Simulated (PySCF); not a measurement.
C$_{2}$H$_{2}$F$_{6}$Si (Si(CF3)2H2)

Input file:

```
{"job": {"kind": "nmr", "xc": "PBE0", "basis": "pcSseg-1"}, "charge": 0, "multiplicity": 1}
Si    -0.659684     0.029675    -0.501756
C     -0.684912    -0.156415     1.420166
F     -1.945059    -0.207476     1.873624
F     -0.082021     0.874152     2.022262
F     -0.066257    -1.274924     1.816159
C      1.191091     0.110632    -1.047360
F      1.850346    -1.009943    -0.732482
F      1.826872     1.132286    -0.463864
F      1.289953     0.277750    -2.373636
H     -1.326052     1.303079    -0.871373
H     -1.296226    -1.164306    -1.110860
```

Launched as:

```sh
OMP_NUM_THREADS=1 python probes_run.py task.json out
```

Geometry: PBE0-D3(BJ)/def2-SVP.

All numbers below come from PBE0/pcSseg-1, SCF density, gas phase, non-relativistic in PySCF.

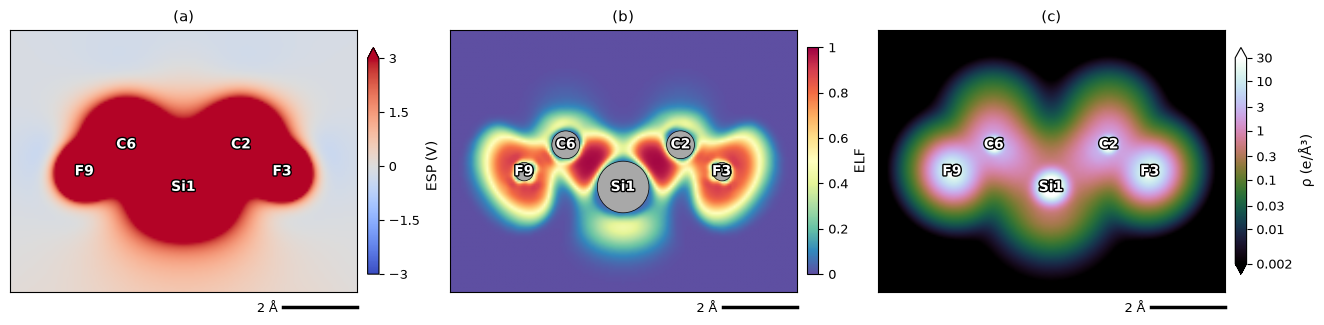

Figure 1. (a) electrostatic potential; (b) ELF; (c) electron density on the plane of atoms Si1, C2 and F3. Grey discs cover the atomic cores in the ELF map.

### Read the bonding off the picture.

- Atoms in the plane: Si, C and F.
- C–F (1.34 Å): the density is about 2.4 e/Å³ at the midpoint; the ELF peaks at about 0.85 between the atoms (a polar covalent bond).
- C–Si (1.93 Å): ρ is about 0.96 e/Å³ halfway; the ELF peaks at about 1 between the atoms: localised, covalent bonding.
- The ELF also peaks beside F9 and F3, away from the bonds: lone-pair regions.
- Outside the dense part of the molecule the potential is most negative (−0.4 V) near F3 and F9.

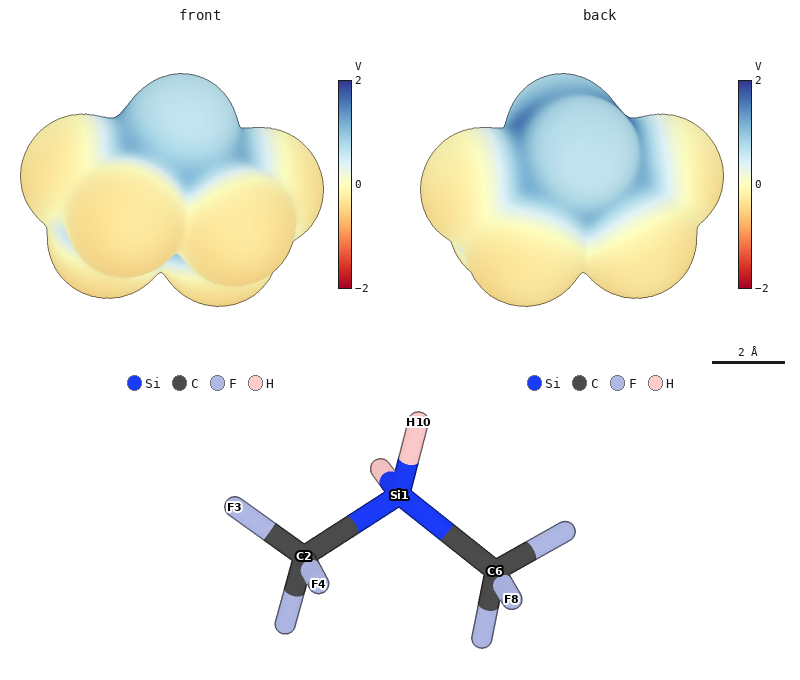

Figure 2. The electrostatic potential painted on the density surface at 0.001 e/bohr³, seen from the front and from behind; red is negative and blue positive. The bare structure is drawn below in the same view.

### Which sites attract a positive test charge, and which a negative one?

A positive charge is drawn to the negative regions and a negative charge to the positive ones. The most negative region (about −0.4 V, or −9 kcal/mol for a unit charge) lies over F4, F5, F7 and F8, the most positive (about +1.5 V, or +35 kcal/mol for a unit charge) over Si1.

### How polar is the molecule by this calculation?

Its dipole moment is 2.16 D.
